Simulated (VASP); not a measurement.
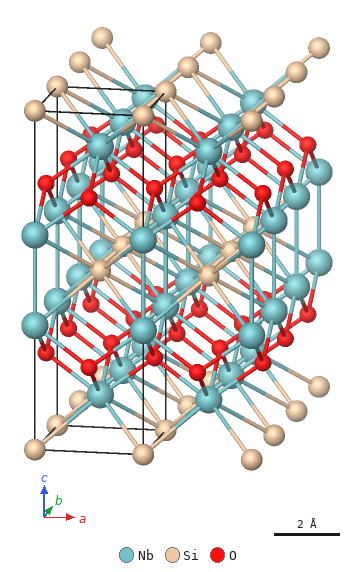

This is the input geometry for a relaxation of a crystal of Nb₂SiO₂ (a generated structure, set up in I4/mmm). A ball-and-stick model of the conventional cell (2 times the calculation's cell), repeated 2 × 3 × 1 with one cell outlined, seen slightly off an axis. Lengths and directions refer to the drawn axes.

The run lets cell and atoms move.

Theory: VASP, Kohn-Sham DFT of a periodic cell, PBE, VASP PAW PBE potentials, recommended.

The input:
```
SYSTEM = Nb2SiO2
PREC = Accurate
ENCUT = 520
EDIFF = 1E-6
ISMEAR = 0
SIGMA = 0.1
LREAL = .False.
LASPH = .True.
NELM = 120
ALGO = Normal
ISIF = 3
LWAVE = .False.
LCHARG = .False.
GGA = PE
IBRION = 2
NSW = 90
EDIFFG = -0.01
KPAR = 4
```

Launched with:
```bash
cat potpaw_PBE.64/Nb_sv/POTCAR potpaw_PBE.64/Si/POTCAR potpaw_PBE.64/O/POTCAR > POTCAR
mpirun -np 4 vasp_std > vasp.out
```

The structure:
```
Nb Si O
1.0
    -1.71900    1.71900    5.39800
     1.71900   -1.71900    5.39800
     1.71900    1.71900   -5.39800
Nb Si O
2 1 2
Direct
  0.36643 0.36643 0.00000
  0.63357 0.63357 0.00000
  0.00000 0.00000 0.00000
  0.75000 0.25000 0.50000
  0.25000 0.75000 0.50000
```

Where does the relaxation end?

Answer. Over 2 geometry steps the energy falls by 0.6 meV per atom. Largest force component: 0.035 eV/Å at the start, 0.0025 eV/Å at the end. The pressure goes from 0.17 to −0.07 GPa. The atoms keep their places relative to the cell (all moves are under 0.005 Å). The volume changes by +0.2 %, with a = b 3.438 → 3.451 Å (+0.4 %), c 10.796 → 10.737 Å (−0.5 %). Among the contacts that change: Nb–Nb 2.884 → 2.872 Å, Nb–Si 2.827 → 2.831 Å. The space group stays I4/mmm (No. 139).

Step by step:

| step | E − E(0), meV/atom | largest force component, eV/Å | pressure, GPa | volume, Å³/atom |
| --- | --- | --- | --- | --- |
| 0 | 0.00 | 0.0347 | 0.17 | 12.761 |
| 1 | -0.59 | 0.0027 | -0.05 | 12.785 |
| 2 | -0.60 | 0.0025 | -0.07 | 12.787 |
